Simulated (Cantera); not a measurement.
Feed: 1 mol SiC, 0.98 mol H2O, a varied amount of H2, equilibrated at 977 °C and 0.0950 bar.

Equilibrium computed with Cantera from the NASA thermochemical tables; the gas is ideal and each condensed phase is pure. Candidate condensed phases: C, C6H6, C7H8, C8H18, H2O, Si, SiC, SiO2; 123 gas species. Mutual solubility and eutectic melting of coexisting phases are not modelled. The tables hold silica as quartz up to 1696 K and as liquid above; real silica turns to tridymite and cristobalite and melts near 1996 K. Kinetics and transport are ignored.

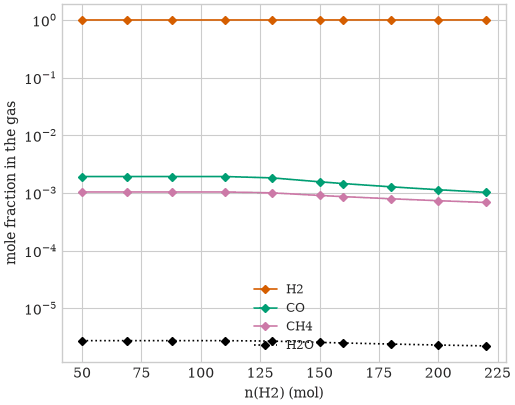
Fig. 1. Equilibrium gas composition (values under 1e-9 drawn at 1e-9)

From 50 mol H2 to 110 mol H2 the condensed part is C(graphite) + SiC(s) + SiO2(β-quartz). From 130 mol H2 to 220 mol H2 the condensed part is SiC(s) + SiO2(β-quartz). The main Si-bearing gas is SiO throughout.
